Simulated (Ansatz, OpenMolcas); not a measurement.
# How basis sets differ on CH5BOSi (SMILES B[SiH2]C=O)

The species is CH5BOSi (9 atoms), meant as a singlet with charge 0. As SMILES, `B[SiH2]C=O`. The coordinates come from a PBE0-D4/def2-TZVP relaxation. This is one conformer, not always the lowest.

```xyz
9

B    -0.9501    0.8500   -1.0731
Si    0.6108   -0.2060   -0.3865
C     0.3306   -0.5537    1.4945
O     1.0228   -0.0984    2.3658
H    -2.0576    0.5182   -0.7670
H    -0.8288    1.7994   -1.7869
H     1.9581    0.3876   -0.5707
H     0.5420   -1.5409   -1.0559
H    -0.5392   -1.2024    1.7629
```

Each level gives the HOMO–LUMO gap (eV). The values are calculated.

```json
{"level": "HF/ANO-RCC-MB (DKH2)", "kind": "Hartree–Fock", "program": "OpenMolcas", "value (eV)": "12.23", "CPU time": "5.5 s"}
{"level": "HF/STO-3G", "kind": "Hartree–Fock", "program": "Ansatz", "value (eV)": "13.61", "CPU time": "0.23 s"}
{"level": "HF/3-21G", "kind": "Hartree–Fock", "program": "Ansatz", "value (eV)": "11.26", "CPU time": "0.59 s"}
{"level": "HF/ANO-RCC-VDZP (DKH2, RICD fitting)", "kind": "Hartree–Fock", "program": "OpenMolcas", "value (eV)": "11.50", "CPU time": "7.6 s"}
{"level": "HF/def2-SVP", "kind": "Hartree–Fock", "program": "OpenMolcas", "value (eV)": "11.36", "CPU time": "8.6 s"}
```

The values span 11.26 to 13.61 eV. A Hartree–Fock LUMO above zero doesn't converge with the basis: it sinks as sets grow more diffuse. Orbital gaps aren't excitation energies. Times are those of the runs behind each value, whatever else they computed, on shared processors of several kinds: orders of magnitude only.

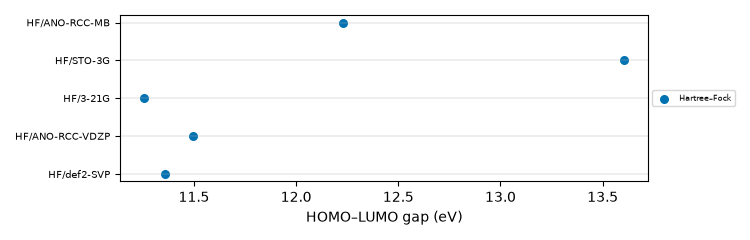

The values of the table, level by level.
